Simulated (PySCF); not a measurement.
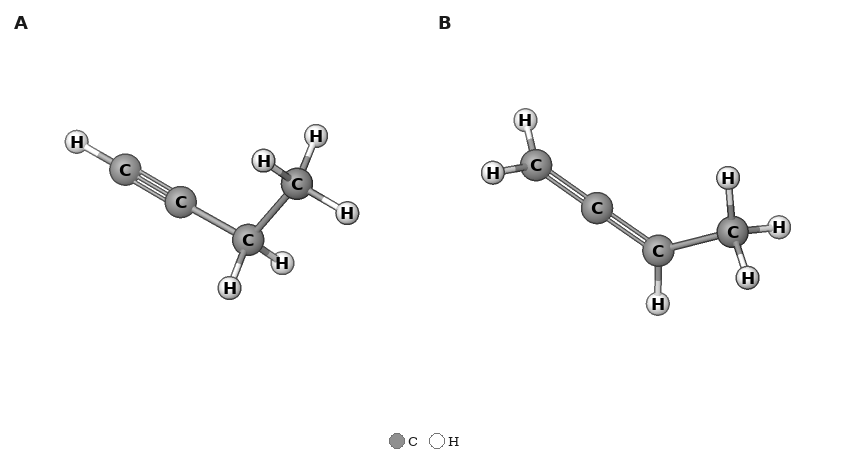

2 stationary structures of one formula. Geometries: GFN2-xTB. Electronic energies: PBE0/pcSseg-1 (PySCF 2.14.0), without zero-point energy. No frequency run is at hand to confirm each as a minimum.

**How are they related?**

They are constitutional isomers of C4H6: A `C#CCC`, B `C=C=CC`.

**Rank them by energy, lowest first.**

B is lowest; A lies 0.177 eV above it.
